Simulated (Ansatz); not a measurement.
# TiPH$_{3}$Cl$_{4}$: nudged elastic band (part 2 of 2)

TiPH$_{3}$Cl$_{4}$; RHF/def2-SVP (Ansatz 0.2.0). It belongs to a series of runs on one base structure; here: band between the two ends.

Geometry of the input (Å):
```
Ti 0.7751  -0.0441  -0.2208
Cl 1.0450  -0.0306  1.9318
Cl 2.6997  0.1782  -1.1928
Cl -0.5207  1.5975  -0.7949
Cl -0.1302  -1.9201  -0.8249
P  -3.8398  0.1501  1.6339
H  -3.3800  -0.5744  0.5118
H  -4.1723  -0.9907  2.3980
H  -2.5603  0.3220  2.2074
```

## Log, continued
```
NEB iter  41: max|band force component| = 3.191e-2 eV/Å  barrier→ = 2.8194 eV  barrier← = 1.6851 eV  CI = image 3  Δτ_max = 0.0232 Å  (301 SCF iters)
the calculation of the forces begins
reference -82403.44084156 eV, -3028.2705958691 hartree; 54, 54 occupied and 82, 82 virtual orbitals, 1420 factors
1431 factors; integrals over basis functions are off by at most 8.7e-4 eV
mean field evaluation 2880: about -82401.7965 eV, gradient 3.9e-3 eV
mean field -82401.79650623 eV, -3028.2101676601 hartree, gradient 1.2e-5 eV, S^2 0.000000; 2 other end points of the search recorded, 0 dependent functions left out
the calculation of the forces begins
reference -82401.79650623 eV, -3028.2101676601 hartree; 54, 54 occupied and 82, 82 virtual orbitals, 1431 factors
NEB iter  42: max|band force component| = 2.475e-2 eV/Å  barrier→ = 2.8193 eV  barrier← = 1.6850 eV  CI = image 3  Δτ_max = 0.0000 Å  (745 SCF iters)
```

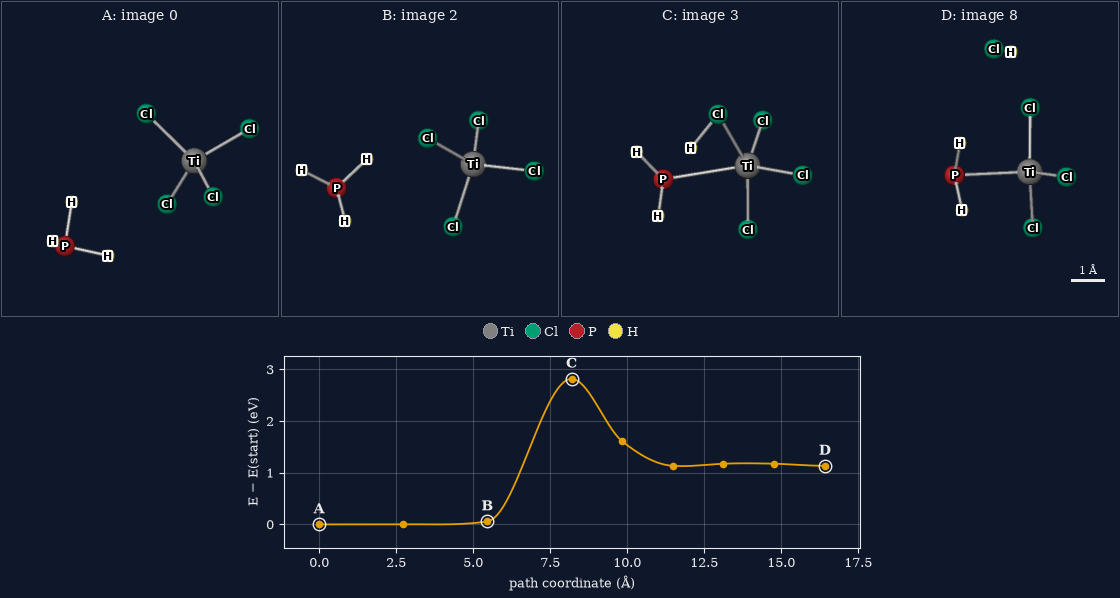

**Figure 1.** Images of the last band (counted from 0; ball-and-stick, seen at a tilt) above the energy along the path; the line is a cubic interpolation that uses the forces. The highest image is number 3, 2.819 eV above the start and 1.685 eV above the end (the climbing image); the end lies 1.134 eV above the start. The path is 16.42 Å long. The band converged in 42 iterations.

```
Total energy: -82401.79650623 eV, -3028.2101676601 hartree
Atom 0 at    -0.297586    -0.192796    -0.056358 Å, force    -0.002123     0.004213    -0.001528 eV/Å
Atom 1 at    -0.228904    -1.529274     2.071019 Å, force    -0.004107    -0.001406    -0.003149 eV/Å
Atom 2 at     1.282308     1.222883     0.366015 Å, force    -0.000693     0.000209     0.000113 eV/Å
Atom 3 at    -1.435256     0.652177    -1.748002 Å, force     0.000909    -0.002715     0.001603 eV/Å
Atom 4 at     0.482280    -1.966014    -1.097110 Å, force     0.003769    -0.001986    -0.001920 eV/Å
Atom 5 at    -2.432317     0.791999     1.229718 Å, force    -0.002733     0.002406    -0.000343 eV/Å
Atom 6 at    -3.455481     0.017570     0.649265 Å, force     0.001152     0.000421     0.001458 eV/Å
Atom 7 at    -2.603757     0.336658     2.556881 Å, force     0.000398     0.001468    -0.000955 eV/Å
Atom 8 at    -1.394790    -0.645303     1.677971 Å, force     0.003428    -0.002608     0.004721 eV/Å
Dipole moment:    -0.412032    -0.047673     0.416535 e Å
this run last wrote the band of iteration 42 to [file]
```

## The last band as extended XYZ (Å, eV, eV/Å)
```
9
Properties=species:S:1:pos:R:3:forces:R:3 image=0 energy=-82404.61585
Ti    0.7751   -0.0441   -0.2208    0.0001   0.0001   0.0000
Cl    1.0450   -0.0306    1.9318   -0.0008   0.0000  -0.0002
Cl    2.6997    0.1782   -1.1928    0.0008  -0.0008  -0.0004
Cl   -0.5207    1.5975   -0.7949    0.0003   0.0010   0.0003
Cl   -0.1302   -1.9201   -0.8249   -0.0001  -0.0003  -0.0006
P    -3.8398    0.1501    1.6339   -0.0014  -0.0005   0.0003
H    -3.3800   -0.5744    0.5118    0.0014  -0.0003   0.0001
H    -4.1723   -0.9907    2.3980    0.0004  -0.0005   0.0003
H    -2.5603    0.3220    2.2074   -0.0006   0.0014   0.0002
9
Properties=species:S:1:pos:R:3:forces:R:3 image=1 energy=-82404.61201
Ti    0.9463   -0.3408   -0.4523    0.0010   0.0003  -0.0005
Cl    0.7471   -0.9006    1.6353    0.0008   0.0005   0.0003
Cl    2.6411    0.9894   -0.6836    0.0005  -0.0003  -0.0005
Cl   -0.8587    0.6668   -1.1108    0.0007   0.0002   0.0001
Cl    1.2556   -2.1210   -1.6491    0.0002   0.0000   0.0002
P    -3.8647    0.6267    1.9692    0.0037   0.0005   0.0020
H    -4.0220   -0.2094    0.8417   -0.0026  -0.0005  -0.0007
H    -4.4091   -0.2939    2.8924   -0.0008   0.0000   0.0008
H    -2.5190    0.2707    2.2067   -0.0034  -0.0007  -0.0015
9
Properties=species:S:1:pos:R:3:forces:R:3 image=2 energy=-82404.55814
Ti    0.4435   -0.6081   -0.3887    0.0416  -0.0303  -0.0247
Cl   -0.0418   -1.8188    1.3489    0.0066  -0.0237  -0.0447
Cl    1.4977    1.1734    0.2516    0.0180  -0.0112  -0.0060
Cl   -1.3421   -0.0243   -1.4800    0.0081  -0.0369   0.0170
Cl    1.6966   -1.7881   -1.7005    0.0587   0.0081  -0.0355
P    -3.1818    0.9712    1.7788   -0.0205   0.0101   0.0413
H    -3.6835   -0.0762    0.9757   -0.0152   0.0020   0.0194
H    -3.5979    0.4105    3.0056   -0.0532   0.0132   0.0240
H    -1.8744    0.4483    1.8580   -0.0441   0.0687   0.0092
9
Properties=species:S:1:pos:R:3:forces:R:3 image=3 energy=-82401.79651
Ti   -0.2976   -0.1928   -0.0564   -0.0021   0.0042  -0.0015
Cl   -0.2289   -1.5293    2.0710   -0.0041  -0.0014  -0.0031
Cl    1.2823    1.2229    0.3660   -0.0007   0.0002   0.0001
Cl   -1.4353    0.6522   -1.7480    0.0009  -0.0027   0.0016
Cl    0.4823   -1.9660   -1.0971    0.0038  -0.0020  -0.0019
P    -2.4323    0.7920    1.2297   -0.0027   0.0024  -0.0003
H    -3.4555    0.0176    0.6493    0.0012   0.0004   0.0015
H    -2.6038    0.3367    2.5569    0.0004   0.0015  -0.0010
H    -1.3948   -0.6453    1.6780    0.0034  -0.0026   0.0047
9
Properties=species:S:1:pos:R:3:forces:R:3 image=4 energy=-82403.00555
Ti   -0.4789    0.0991   -0.4097   -0.0583   0.1254  -0.1184
Cl   -0.0537   -1.3969    2.8154    0.0741  -0.0108   0.2022
Cl    1.1602    1.3591    0.2873   -0.0376   0.0374   0.0159
Cl   -1.4004    0.7325   -2.2756    0.0143   0.1065  -0.1473
Cl   -0.0273   -2.0429   -0.6240   -0.1744   0.0167   0.1064
P    -2.4499    0.9144    0.8876    0.0021   0.0079  -0.0618
H    -3.3668   -0.0821    0.4851    0.0327  -0.0168  -0.0458
H    -2.2623    0.4407    2.2034    0.1104  -0.0123  -0.1213
H    -1.2045   -1.3359    2.2800    0.0367  -0.2541   0.1701
9
Properties=species:S:1:pos:R:3:forces:R:3 image=5 energy=-82403.48168
Ti   -0.6477    0.1485   -0.6702   -0.0071   0.0071  -0.0133
Cl   -0.2964   -1.1459    3.7220   -0.0096  -0.0016   0.0281
Cl    0.9647    1.4324    0.0616   -0.0056   0.0044  -0.0021
Cl   -1.3928    0.5081   -2.6961    0.0009   0.0052  -0.0106
Cl   -0.4825   -1.9940   -0.1220   -0.0164   0.0051   0.0088
P    -2.5185    1.0505    0.6056   -0.0029   0.0036  -0.0048
H    -3.3371   -0.0620    0.3003    0.0012   0.0038  -0.0074
H    -2.0285    0.5352    1.8262    0.0093  -0.0028  -0.0108
H    -0.3447   -1.7851    2.6220    0.0302  -0.0248   0.0120
9
Properties=species:S:1:pos:R:3:forces:R:3 image=6 energy=-82403.44109
Ti   -0.6927    0.0885   -0.8739   -0.0002  -0.0006  -0.0029
Cl    0.0596   -0.5806    3.7983    0.0088   0.0337   0.0022
Cl    0.9275    1.3196   -0.0629    0.0000   0.0011   0.0006
Cl   -1.3963    0.5787   -2.8920    0.0024  -0.0045   0.0028
Cl   -0.5765   -2.0646   -0.4341   -0.0005   0.0000   0.0044
P    -2.5735    0.9365    0.4232   -0.0047   0.0020  -0.0040
H    -3.4146   -0.1177   -0.0037    0.0013  -0.0007   0.0032
H    -2.1242    0.2926    1.5980    0.0012   0.0043   0.0027
H    -0.2929   -1.7650    4.0963   -0.0084  -0.0354  -0.0090
9
Properties=species:S:1:pos:R:3:forces:R:3 image=7 energy=-82403.44084
Ti   -0.7543    0.1313   -0.8829    0.0028   0.0025   0.0031
Cl   -0.1256   -1.4356    3.5647   -0.0057  -0.0216  -0.0054
Cl    0.7484    1.4543    0.0159   -0.0022  -0.0031   0.0017
Cl   -1.5129    0.6860   -2.8635    0.0013   0.0028  -0.0003
Cl   -0.4317   -2.0220   -0.5951   -0.0016  -0.0022  -0.0020
P    -2.6931    0.7146    0.4744   -0.0014   0.0004  -0.0014
H    -3.4342   -0.3931    0.0018   -0.0006  -0.0006  -0.0004
H    -2.1645    0.0561    1.6077   -0.0012  -0.0008  -0.0006
H     0.2842   -0.5038    4.3267    0.0085   0.0226   0.0053
9
Properties=species:S:1:pos:R:3:forces:R:3 image=8 energy=-82403.48149
Ti   -0.7551    0.1126   -0.6734    0.0024  -0.0028   0.0004
Cl   -0.1195   -1.0849    3.8107   -0.0013  -0.0020   0.0019
Cl    0.6988    1.1974    0.5889   -0.0023  -0.0011  -0.0061
Cl   -1.2943    1.0120   -2.5965    0.0022  -0.0011   0.0087
Cl   -0.5268   -2.0696   -0.6960   -0.0017   0.0101   0.0017
P    -2.7948    0.5572    0.5830    0.0039  -0.0184  -0.0043
H    -3.5029   -0.4576   -0.1017   -0.0017   0.0076   0.0072
H    -2.3739   -0.2603    1.6567   -0.0029   0.0065  -0.0084
H     0.5849   -0.3189    3.0776    0.0013   0.0012  -0.0010
```
